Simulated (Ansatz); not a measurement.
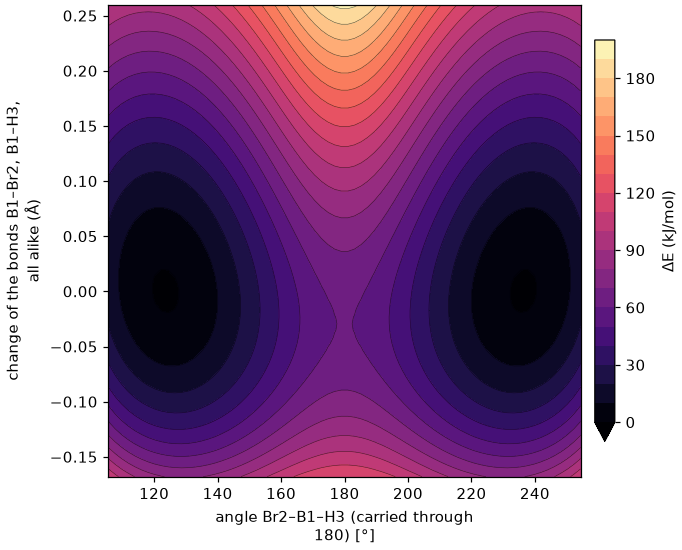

BBrH, SMILES [BH]Br, spin multiplicity 2. Coordinates scanned: (1) angle Br2–B1–H3 (carried through 180); (2) change of the bonds B1–Br2, B1–H3, all alike. Nothing is relaxed (all other coordinates rigid). The scan uses a 15 × 15 grid; 120 points were computed and 105 follow by symmetry. Points are written as (first, second). Energies: kJ/mol, counted from the lowest grid point. This map comes from UKS PBE0-D4/def2-TZVP in Ansatz 0.2.0.

Drawn: filled contours. Between grid points the surface is interpolated.

The lowest grid point is at (126.8°, −0.015 Å); the map holds 2 wells of about this depth. It is the only kind of minimum in the scanned range. The highest grid point, (180.0°, 0.260 Å), lies 193 kJ/mol above the lowest. On the interpolated surface the easiest way out of the lowest well to a well of about the same depth near (233.2°, −0.015 Å) passes a barrier of about 61 kJ/mol. Round the minimum the two coordinates are weakly coupled (coupling 0.13 in units of the two stiffnesses).

The level of theory is changed to Ansatz, UHF-MP2, frozen core/def2-TZVP; with it change the reference geometry, relaxed at the new level; the new grid has 15 × 15 points.

Q: How does the landscape change?

A: The lowest place stays at about (124°, 0.000 Å). The easiest pass out of the lowest well goes from about 61 to about 71 kJ/mol on the interpolated surfaces. The curvature at the minimum changes by less than a tenth (about 3.3) eV/rad² along the first coordinate and by less than a tenth (about 46) eV/Å² along the second coordinate.

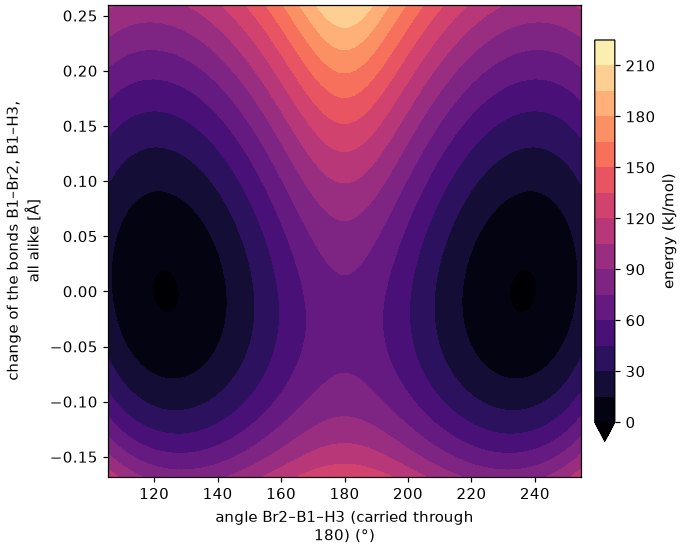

The map after the change, on a colour scale of its own. Drawn: filled contours. Between grid points the surface is interpolated.
